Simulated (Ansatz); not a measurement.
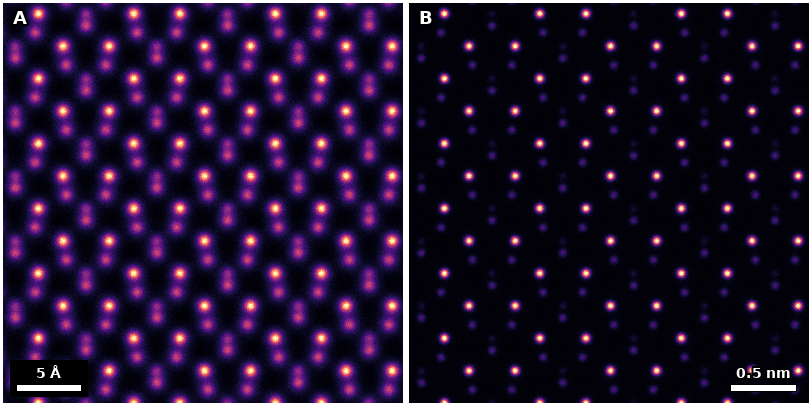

Two simulated images of the same area of Al3As2N (Imm2, No. 44) along [100], with a probe of 0.50 Å. One is incoherent Z contrast (Z^1.7 per atom), the other the projected potential of neutral atoms blurred by the probe (iDPC-like, thin sample). Brightness is counted from the darkest point of the image. Shot noise was added. Structure: a calculation's starting geometry; the starting structure was generated, so it need not be a known form of this composition.

Question: Which panel is which, and how can one tell?

Answer: B is the Z-contrast image and A the potential image. The columns of 1 N per repeat reach about 7 % of the brightest peak (1 As) in B but about 40 % in A, mainly since the potential grows much more slowly with atomic number.
